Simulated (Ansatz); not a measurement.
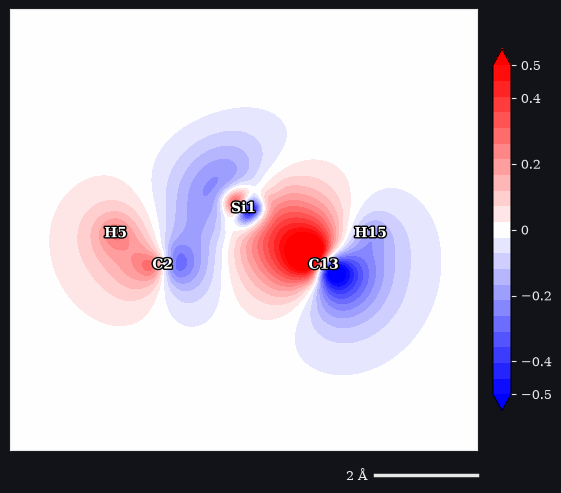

C₃H₁₁NSi. The HOMO−1 on the plane of atoms C2, Si1 and C13 (values in Å⁻³ᐟ²; the overall sign is arbitrary).

The calculation used RKS PBE/6-31G (Ansatz 0.2.0).

Input

```
crystal:
  periodic: [false, false, false]
  atoms:
    - { symbol: Si, position_ang: [0.0, 0.0, 0.0] }
    - { symbol: C, position_ang: [0.0, 0.0, 1.87] }
    - { symbol: H, position_ang: [-0.9996, -0.3092, 2.2405] }
    - { symbol: H, position_ang: [0.7676, -0.7111, 2.2405] }
    - { symbol: H, position_ang: [0.232, 1.0203, 2.2405] }
    - { symbol: C, position_ang: [1.7634, 0.0, -0.6227] }
    - { symbol: H, position_ang: [2.1111, -1.0463, -0.7509] }
    - { symbol: H, position_ang: [1.8119, 0.5276, -1.5981] }
    - { symbol: H, position_ang: [2.4154, 0.5187, 0.1108] }
    - { symbol: "N", position_ang: [-0.8572, 1.4851, -0.6061] }
    - { symbol: H, position_ang: [-1.8773, 1.43, -0.8888] }
    - { symbol: H, position_ang: [-0.3367, 2.4058, -0.6766] }
    - { symbol: C, position_ang: [-0.8808, -1.5259, -0.6227] }
    - { symbol: H, position_ang: [-1.3804, -2.0377, 0.2261] }
    - { symbol: H, position_ang: [-1.6409, -1.2332, -1.3768] }
    - { symbol: H, position_ang: [-0.1449, -2.2146, -1.0879] }
basis:
  gaussian: { orbitals: "6-31G" }
hamiltonian:
  xc: pbe
relax:
  f_tol: 0.02
  max_steps: 40
output:
  orbitals: {}
```

Command:

```sh
ansatz run input.yaml --threads 1 --pin off --max-ram 2048MiB --backend cpu --events-out ev --progress --plain --runs-dir out
```

The fields are those of the run's last geometry, not of the input's.

Where does this orbital lie, and at what energy?

By Hirshfeld shares it lies mainly on C13 (about 35 %), Si1 (about 20 %), C6 (about 15 %) and C2 (about 5 %). Its energy is −6.88 eV.
